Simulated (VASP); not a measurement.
Band structure of Ir (fcc). Level of theory: SCAN meta-GGA, VASP's PBE PAW potentials (set 64) (plane waves; VASP 6.6.1).

Unless said otherwise, spin-orbit coupling is left out, though it shifts the bands of the heavy elements here.

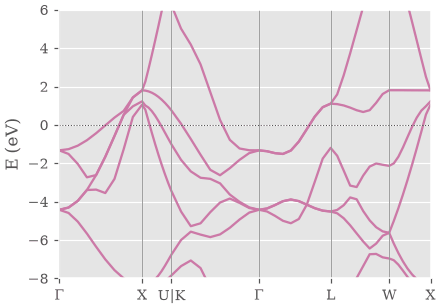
Fig. 1. Bands along high-symmetry lines, zero at the valence-band maximum or, without a gap, the Fermi level

Question: Read the plot: is there a gap, and where are the band edges?

Answer: It has no gap at this level: it comes out as a metal or semimetal.

The compound is Ir in the fcc structure. It was relaxed first.
